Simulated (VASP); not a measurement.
Band structure of MoTe2 (2H layered). Method: LDA (Ceperley-Alder, Perdew-Zunger), VASP's LDA PAW potentials (set 64) (plane waves; VASP).

Unless said otherwise, spin-orbit coupling is left out, though it shifts the bands of the heavy elements here.

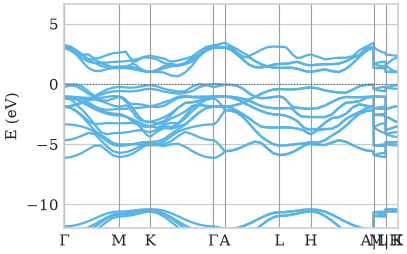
Fig. 1. Bands along high-symmetry lines, zero at the valence-band maximum or, without a gap, the Fermi level

Question: Read the plot: is there a gap, and where are the band edges?

Answer: The gap is indirect, 0.64 eV, from the valence maximum at Γ to the conduction minimum at K-Γ at 0.44. (Edges off the drawn lines would not show.)

Measured: gap 1.06 eV at 4 K (computed value off by -0.42 eV), as given by Desman Perdamaian Gulo et al., Physical Review Materials (2023), doi:10.1103/physrevmaterials.7.044001.

The compound is MoTe2 in the 2H layered structure. It was relaxed first.
